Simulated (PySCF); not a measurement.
SMILES [Si]([OH2+])(O[Si](O)(O)O)(O)O (H7O7Si2 (cation, charge +1)), GFN2-xTB optimised geometry. Atoms within 1.6 Å of the plane z = 0.0 Å (x, y, z in Å): O1 (2.28, -0.56, -0.47), Si2 (1.07, -0.65, 0.58), O3 (0.36, 0.83, 0.58), O5 (-0.15, -1.61, 0.00), Si6 (-1.74, -1.61, 0.00), O7 (-2.53, -1.96, 1.34), O8 (-2.40, -2.21, -1.31), O9 (-2.04, 0.16, 0.00), H10 (2.79, -1.31, -0.77), H11 (0.88, 1.61, 0.37), H15 (-2.79, 0.48, 0.53), H16 (-1.17, 0.63, 0.24).

Computed with CAM-B3LYP/def2-TZVP in PySCF. Cells within 0.4 Å of a nucleus heavier than hydrogen are left out (blank, or x).

Map of the Laplacian of the electron density (e/bohr⁵), clipped to [-1.50, 1.50] on the plane z = 0.0 Å:

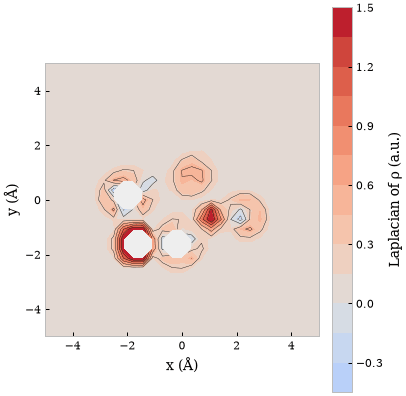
*Laplacian of the electron density (e/bohr⁵), clipped to [-1.50, 1.50] on the plane z = 0.0 Å.*
